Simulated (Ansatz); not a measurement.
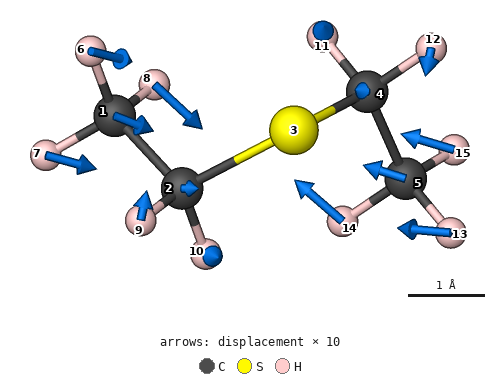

A relaxation of C$_{4}$H$_{10}$S. The starting structure is drawn; blue arrows show the displacements, 10 times their true length. The two geometries are superimposed by the best rigid fit.

The picture is a ball-and-stick view, seen at a tilt.

The start comes from PBE-D4/def2-SVP.

Computed with RKS PBE0-D4/def2-TZVP in Ansatz 0.2.0. Settings: force threshold 0.005 eV/Å; at most 150 steps.

Q: Which element moves most?

A: Hydrogen: up to 0.089 Å, against 0.062 Å for carbon.

Q: What happened in the run?

A: The energy falls by 0.067 eV in 8 geometry steps. The largest force component goes from 0.69 to 0.0028 eV/Å. The forces were under the threshold at step 4, but the run went on from there. The atom that moves furthest after the best rigid fit is H8 (0.089 Å). Largest moves by element: H 0.089 Å, C 0.062 Å, S 0.004 Å. Some distances before and after: C2–S3 1.832 → 1.806 Å, C1–H6 1.108 → 1.092 Å, C1–C2 1.525 → 1.515 Å.
